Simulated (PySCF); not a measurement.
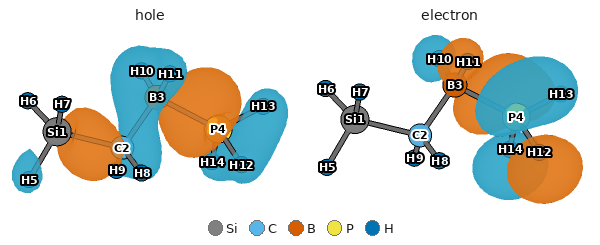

Figure 1: CH$_{10}$BPSi, SMILES `[SiH3]C[BH2-][PH3+]`. Leading natural transition orbital pair of T₂ (TDA triplet states); the surfaces enclose about 78 % of each orbital's density.

PySCF calculation, ωB97X/6-311G**, gas phase; geometry: GFN2-xTB. No frequency check shows the geometry to be a minimum. GFN2-xTB bond lengths at metals and heavier atoms can be off by up to 0.1 Å and shapes distorted, which carries into these values. Without diffuse functions Rydberg states are missing, so the states' numbers hold for this basis only.

Coordinates in Å:

```
Si1     -2.3398    0.0032    0.0000
C2      -0.5057   -0.4689    0.0001
B3       0.4934    0.8210    0.0003
P4       2.2121   -0.0655   -0.0001
H5      -3.1475   -1.2269   -0.0005
H6      -2.6751    0.7793   -1.1973
H7      -2.6757    0.7788    1.1964
H8      -0.3255   -1.1048    0.8738
H9      -0.3251   -1.1044   -0.8744
H10      0.4680    1.4775   -0.9938
H11      0.4675    1.4771    0.9946
H12      2.4345   -0.9620    1.0313
H13      3.4867    0.4939   -0.0004
H14      2.4350   -0.9616   -1.0306
```

> Give its energy and the atoms that hole and electron lie on.

7.40 eV (168 nm), spin-forbidden from the singlet ground state; the leading pair carries 99 %; hole on P4 (36 %), B3 (19 %) and C2 (13 %), electron on P4 (51 %), H12 and H14 (14 % each) and B3 (7 %); their centroids lie 1.3 Å apart. In canonical orbitals it is mainly HOMO → LUMO+2 (68 %). The HOMO–LUMO gap is 12.54 eV.

The PySCF run took 3.8 min on 1 thread of Intel(R) Xeon(R) 6975P-C (Granite Rapids), on a shared host, peak memory 0.82 GiB.
